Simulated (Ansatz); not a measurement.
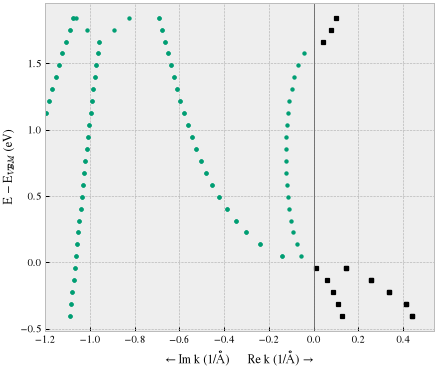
*Complex bands at the centre of the two-dimensional zone; r2SCAN run with Ansatz (a program for electronic structure)*

The gap is the functional's own, uncorrected, and κ follows it; spin-orbit coupling is left out. Mid-gap values are interpolated between the computed energies.

### Question
This is CdS (P6_3mc, wurtzite, 4 atoms a cell, 25.5 Å³ an atom) along the normal of (001). Read off the slowest decay at the centre of the two-dimensional zone at 0.85 eV, the computed energy nearest the middle of the gap.

### Answer
κ ≈ 0.12 1/Å, a decay length 1/(2κ) of the density of 4.0 Å.
